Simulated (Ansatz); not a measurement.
We consider Li2MnO3 (C2/m, No. 12), described by r²SCAN-D4 (Ansatz, a program for electronic structure, PAW).

Settings: plane-wave cutoff 560 eV, 8×8×8 k mesh, Fermi–Dirac smearing 0.01 eV, spin-polarised with parallel moments, scalar-relativistic PAW data made under PBE.

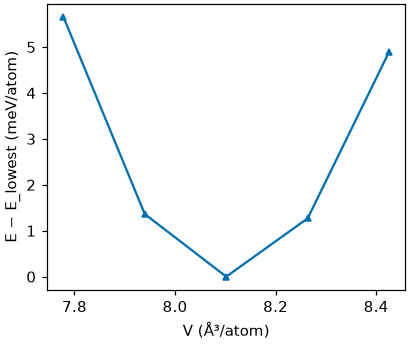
Figure: Total energy against volume

Question: From the curve, estimate the equilibrium volume and the bulk modulus.

Answer: V0 ≈ 8.1 Å³/atom and B0 ≈ 130 GPa; the fit gives V0 = 8.102 Å³/atom, B0 = 130 GPa, B′ = 4.5.

Shape and atoms are relaxed at each volume.

Note: the magnetic order was assumed, not searched for or taken from measurement; the relaxation could not lower the start's symmetry, so the cell can be a saddle point above a distorted one; without U or exact exchange, gaps and moments of open d shells tend to come out too small; the bulk modulus comes from volumes at which shape and atoms were relaxed.

Static lattice: no zero-point or thermal effects.
